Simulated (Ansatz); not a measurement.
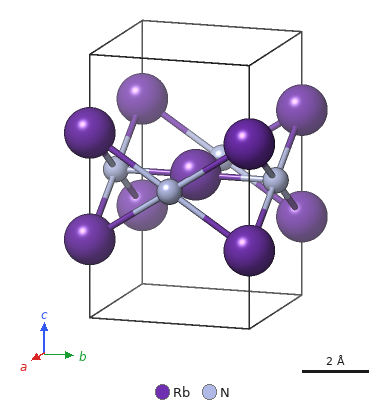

Crystal structure, ball-and-stick style, seen slightly off an axis. The lines enclose the simulation cell; boundary atoms appear with their images.

```yaml
crystal:
  lattice:
    - [5.15509, 0.00000, 0.00000]
    - [0.00000, 5.15509, 0.00000]
    - [0.00000, 0.00000, 8.27125]
  atoms:
    - { symbol: Rb, position: [0.00000, 0.00000, 0.29773] }
    - { symbol: Rb, position: [0.00000, 0.00000, 0.70227] }
    - { symbol: Rb, position: [0.50000, 0.50000, 0.50000] }
    - { symbol: N, position: [0.00000, 0.50000, 0.50000] }
    - { symbol: N, position: [0.50000, 0.00000, 0.50000] }
```

Results below were computed with DFT PBE, scalar-relativistic, plane waves, PAW (Ansatz 0.2.0); the settings were 420 eV cutoff, k-mesh 8×8×6, Gaussian smearing of 0.1 eV, no spin polarisation.

> How are the electrons shared out in a Bader analysis?

Rb +0.72 e; N -1.09 e.

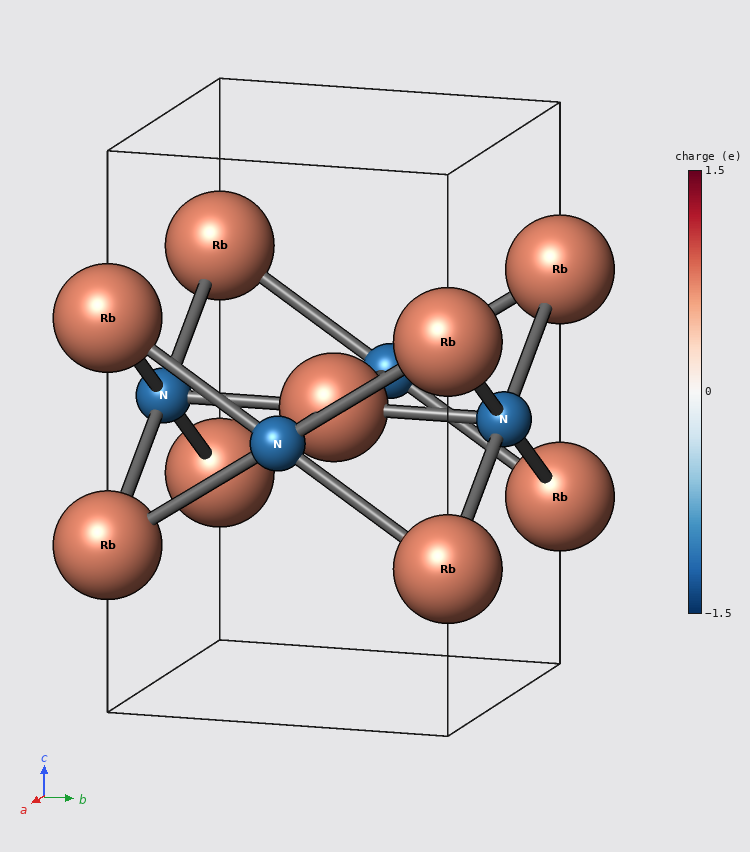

The atoms coloured by those charges.

It derives from a random cell made by a generator, so it need not be a real form of the compound. Earlier steps of the study may have refined or changed the cell and positions. It was run through Ansatz as a DFT input.
